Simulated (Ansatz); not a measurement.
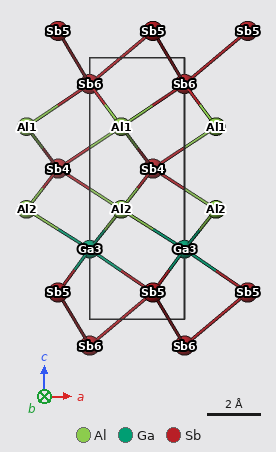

This is the input geometry for a relaxation of solid Al2GaSb3 (a generated structure, set up in P3m1). The picture is a ball-and-stick view of the cell of the calculation, seen along the b axis.

Computed with DFT PBE, scalar-relativistic, plane waves, PAW (Ansatz).

The input:
```yaml
crystal:
  lattice:
    - [4.1487648224, 0.0, 0.0]
    - [-2.0743824112, 3.5929357306, 0.0]
    - [0.0, 0.0, 9.9137931836]
  atoms:
    - { symbol: Al, position: [0.3333333333, 0.6666666667, 0.7360155226] }
    - { symbol: Al, position: [0.3333333333, 0.6666666667, 0.4197841447] }
    - { symbol: Ga, position: [0.0, 0.0, 0.2675071003] }
    - { symbol: Sb, position: [0.6666666667, 0.3333333333, 0.5756405684] }
    - { symbol: Sb, position: [0.6666666667, 0.3333333333, 0.102009901] }
    - { symbol: Sb, position: [0.0, 0.0, 0.899041803] }
basis:
  ecutwfc: 420
kpoints:
  mp_grid: { grid: [12, 12, 4] }
hamiltonian:
  xc: pbe
scf:
  occupations: { method: gaussian, width: 0.1 }
output:
  forces: true
  stress: true
  eigenvalues: true
  write_density: true
  write_potential: true
  elf: true
  volumetric_format: npy
relax:
  adjacent_minimum: "off"
  f_tol: 0.01
  max_steps: 80
  cell: { stress_tol: 0.05 }
```

Command:
```bash
ansatz run input.yaml --threads 1 --pin off --max-ram 2560MiB --backend cpu --events-out ev --progress --plain --runs-dir out
```

Question: Where does the relaxation end?

Answer: Over 4 accepted moves (5 points after the start) the energy falls by 2.2 meV per atom. Largest force component: 0.16 eV/Å at the start, 0.0063 eV/Å at the end. Pressure: 0.12 GPa at the start and 0.03 GPa at the end. At 1 point the geometry stayed and the basis and grid were re-selected for the new cell (energy shift of less than 0.05 meV per atom at most each time). The atom that moves furthest relative to the cell is Ga3 (0.074 Å along +c). By element the largest moves are Ga 0.074 Å, Al 0.070 Å, Sb 0.020 Å. The drawn cell changes as follows: a = b 4.149 → 4.191 Å (+1.0 %), c 9.914 → 9.694 Å (−2.2 %); the volume changes by −0.2 %. Some distances before and after: Al2–Ga3 2.831 → 2.762 Å, Ga3–Sb5 2.903 → 2.938 Å, Al2–Sb4 2.850 → 2.879 Å, Al1–Sb4 2.875 → 2.887 Å. Bond angles that change, for instance: Al2–Ga3–Al2 94.2° → 98.7°, Ga3–Al2–Ga3 94.2° → 98.7°, Al2–Ga3–Sb5 177.8° → 174.3°. The space group stays P3m1 (No. 156).

Step by step:

```
step  E − E(0), meV/atom  largest force component, eV/Å  pressure, GPa  volume, Å³/atom                      note
   0                0.00                         0.1581           0.12           24.630                          
   1               -1.26                         0.0643          -0.15           24.696                          
   2               -2.12                         0.0288           0.02           24.594                          
   3               -2.17                         0.0123          -0.03           24.607                          
   4               -2.18                         0.0062           0.03           24.582                          
   5               -2.18                         0.0063           0.03           24.582  same geometry, new basis
```

The structure at the end:

```
Al Ga Sb
1.0
     4.19137    0.00000    0.00000
    -2.09569    3.62984    0.00000
     0.00000    0.00000    9.69431
Al Ga Sb
2 1 3
Direct
  0.33333 0.66667 0.73591
  0.33333 0.66667 0.41261
  0.00000 0.00000 0.27519
  0.66667 0.33333 0.57357
  0.66667 0.33333 0.10334
  0.00000 0.00000 0.89938
```

After the run, drawn alike:

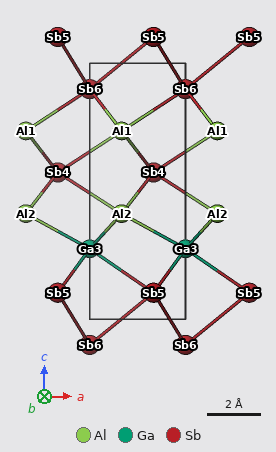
